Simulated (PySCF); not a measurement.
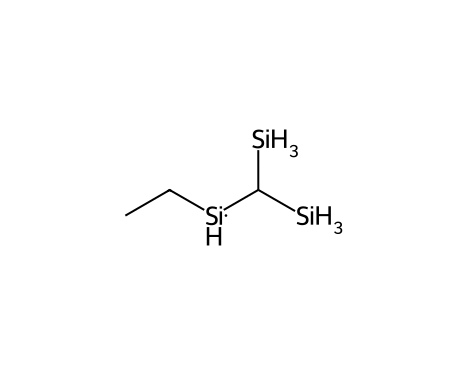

The species is neutral and a spin doublet. Computed geometry: GFN2-xTB optimisation. No frequency run is at hand to confirm it as a minimum. Method: UKS B3LYP, pcH-1 on C H Si, non-relativistic (PySCF 2.14.0).

### Estimate the ⟨S²⟩ of the determinant.

0.751.

### Give the isotropic g value at this level.

2.00301.

The geometry is semi-empirical. Around Si such bond lengths and angles can be off by a tenth of an ångström or more and by several degrees, and values that hang on the shape move with them.
